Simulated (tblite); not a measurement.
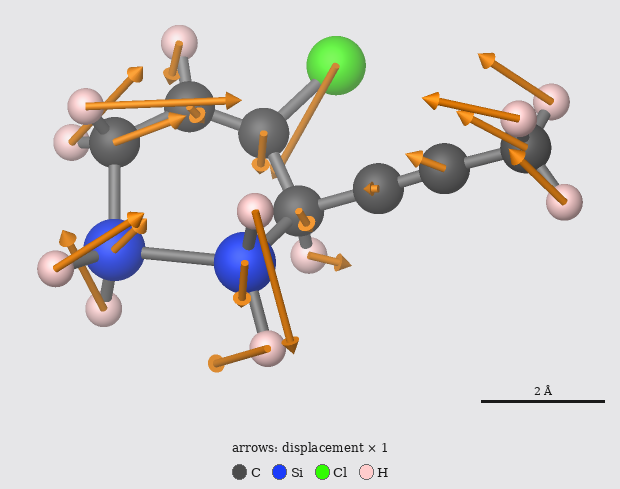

This is a relaxation of C₇H₁₁ClSi₂. The starting structure is drawn; orange arrows show the displacements, at their true length. The two geometries are superimposed by the best rigid fit.

Style: ball-and-stick. Shown at a tilt.

Computed with tblite, GFN2-xTB geometry optimisation, gas phase. 

What happened in the run?

After 216 geometry steps the energy has fallen by 93.8 kJ/mol. The largest move after the best rigid fit is that of the Cl atom, 2.77 Å. Largest moves by element: Cl 2.77 Å, H 2.71 Å, C 1.45 Å, Si 1.19 Å. Some distances before and after: C–Si 1.834 → 1.922 Å, C–Si 1.866 → 1.942 Å, C–H 1.138 → 1.081 Å, Si–Si 2.263 → 2.311 Å. Bond angles that change, for instance: Si–Si–H 108.4° → 118.2°, Si–C–C 119.5° → 110.0°, Si–C–H 103.1° → 111.9°. Groups turn about C–Si by about 90°, C–C by about 85°, C–C by about 60°.
